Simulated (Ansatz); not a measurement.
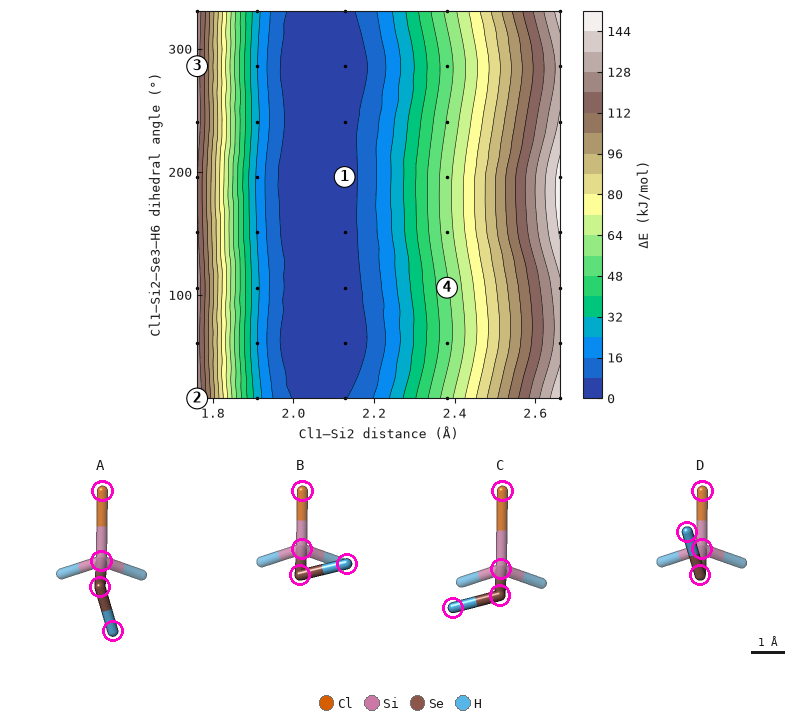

SiH3SeCl: the Cl–Si bond length and one Cl–Si–Se–H dihedral angle are varied on a grid, with the rest of the molecule carried along rigidly. The map is interpolated between the computed points (dots). The frames are shuffled; each belongs to one numbered point. A stick model, seen from a free direction. The ringed atoms are those of the scanned coordinates.

Level of theory: r2SCAN-D4 (def2-TZVPP, Ansatz), on geometries moved rigidly from the minimum at PBE0-D4/def2-TZVP. Energies are counted from the PBE0-D4/def2-TZVP minimum geometry at the same level.

> Which frame belongs to which numbered point?

Point 1 is frame A, at (2.127, 196.0) and 4.8 kJ/mol; 2 is frame D, at (1.761, 16.0) and 127.8 kJ/mol; 3 is frame B, at (1.761, 286.0) and 124.5 kJ/mol; 4 is frame C, at (2.381, 106.0) and 54.8 kJ/mol. In pairs of (Cl1–Si2 distance (Å); Cl1–Si2–Se3–H6 dihedral angle (°)): the lowest computed point lies at (2.127, 286.0) (2.3 kJ/mol), the highest at (2.662, 196.0) (147.4 kJ/mol).
